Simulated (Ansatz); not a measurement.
A series of calculations on LiSiH₂

## 1. Relaxation

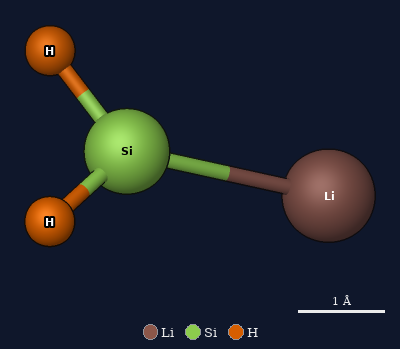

LiSiH2 (charge +1), before the relaxation. The picture is a ball-and-stick view, seen at a tilt.

Method: Ansatz, RKS PBE0-D4/def2-TZVP.

The input:
```yaml
crystal:
  periodic: [false, false, false]
  atoms:
    - {symbol: Li, position_ang: [-2.351860, 0.551270, -0.514370]}
    - {symbol: Si, position_ang: [0.164460, -0.033690, 0.013380]}
    - {symbol: H, position_ang: [0.906360, -1.314370, -0.017070]}
    - {symbol: H, position_ang: [1.281040, 0.796800, 0.518050]}
basis:
  gaussian: {orbitals: def2-TZVP}
total_charge: 1
hamiltonian: {xc: pbe0, dispersion: d4}
relax: {f_tol: 0.005, max_steps: 200}
```

> What does the optimiser find from here?

The energy falls by 0.47 kcal/mol in 3 geometry steps. Largest force component: 0.35 eV/Å at the start, 0.0037 eV/Å at the end. The largest moves after the best rigid fit, 0.059 Å, are those of H3 and H4. By element the largest moves are H 0.059 Å, Li 0.039 Å, Si 0.026 Å. Among the contacts that change: Li1–Si2 2.637 → 2.612 Å, Si2–H3 1.480 → 1.494 Å. Among the angles between lasting bonds that change: H3–Si2–H4 96.6° → 101.5°, Li1–Si2–H3 131.8° → 129.3°.

Step by step:

```
step  E − E(0), kcal/mol  largest force component, eV/Å
   0                0.00                         0.3482
   1               -0.38                         0.1564
   2               -0.47                         0.0076
   3               -0.47                         0.0037
```

The structure at the end:

```xyz
4

Li   -2.3140    0.5432   -0.5119
Si    0.1720   -0.0403    0.0368
H     0.8741   -1.3566   -0.0428
H     1.2680    0.8537    0.5179
```

After the run, drawn alike:

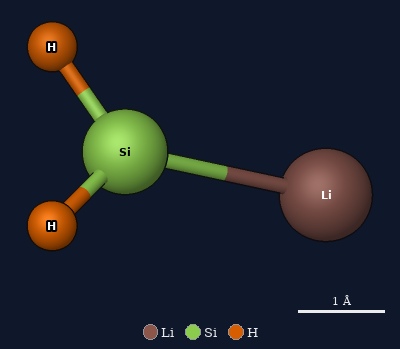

## 2. A change

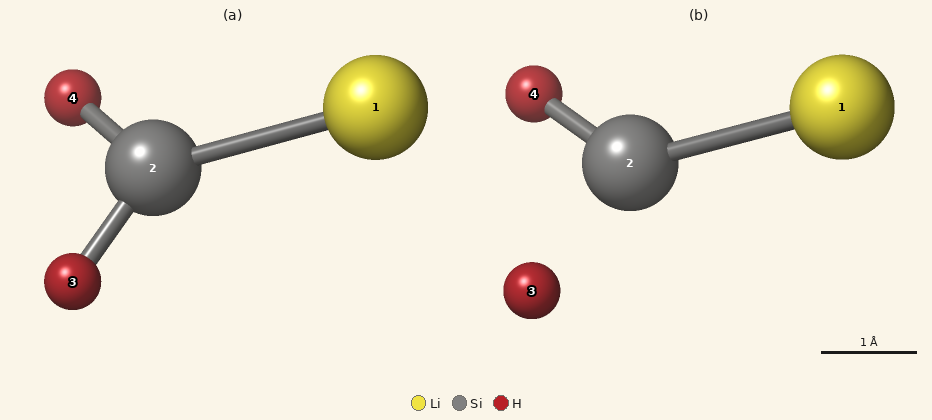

Left: LiSiH2 (charge +1). Right: the same structure after one change, at the same scale. Style: ball-and-stick. Shown at a tilt.

Theory: RKS r2SCAN-D4/def2-TZVPP in Ansatz 0.2.0. 

Question: What distinguishes the right structure from the left one?

Answer: All atoms are moved at random (σ = 0.12 Å) from the PBE0-D4/def2-TZVP minimum.

Question: How do the computed properties respond?

Answer: The energy rises by 0.463 eV. The largest force is 3.1 eV/Å, on Si2. The forces mostly point back along the displacements (cosine −0.89). At other levels of theory the same distortion costs 0.390 eV (RKS PBE-D4/def2-TZVPP), 0.460 eV (RKS PBE0-D4/def2-TZVPP), 0.513 eV (RKS wB97M-V/def2-TZVPP), 0.490 eV (RHF-CCSD(T), frozen core/def2-TZVPP). Among the bonded contacts that change: Si2–H3 1.494 → 1.750 Å, Li1–Si2 2.612 → 2.545 Å, Si2–H4 1.494 → 1.554 Å. Bond angles that change, for instance: Li1–Si2–H4 129.2° → 135.8°.

## 3. Distortion

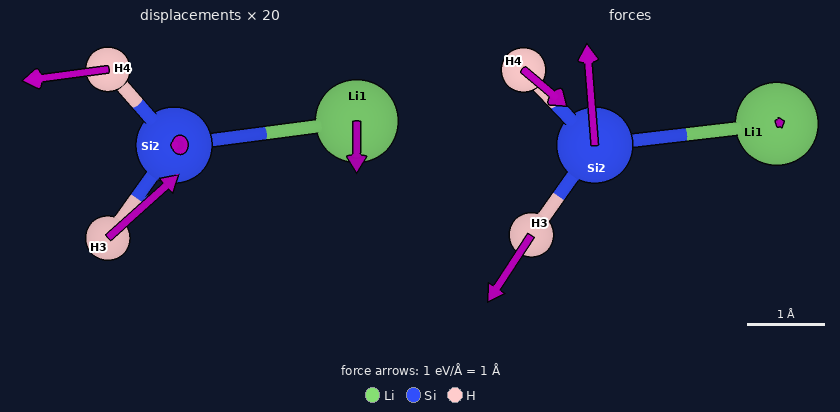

Left: LiSiH2 (charge +1), with purple arrows for the displacements applied to it. Right: the displaced structure with the computed forces. A ball-and-stick model, seen at a tilt.

Computed with Ansatz 0.2.0, RKS r2SCAN-D4/def2-TZVPP. 

Question: Describe the distortion and the response.

Answer: All atoms are moved at random (σ = 0.04 Å) from the PBE0-D4/def2-TZVP minimum. It costs 1.32 kcal/mol. The largest force is 1.4 eV/Å, on Si2. The forces point partly back along the displacements (cosine −0.59). At other levels of theory the same distortion costs 1.31 kcal/mol (RKS PBE-D4/def2-TZVPP), 1.34 kcal/mol (RKS PBE0-D4/def2-TZVPP), 1.33 kcal/mol (RKS wB97M-V/def2-TZVPP), 1.37 kcal/mol (RHF-CCSD(T), frozen core/def2-TZVPP). Near-neighbour distances before and after: Si2–H3 1.494 → 1.438 Å, Si2–H4 1.494 → 1.549 Å, Li1–Si2 2.612 → 2.596 Å. Among the angles between lasting bonds that change: Li1–Si2–H4 129.2° → 132.0°, H3–Si2–H4 101.5° → 99.4°.
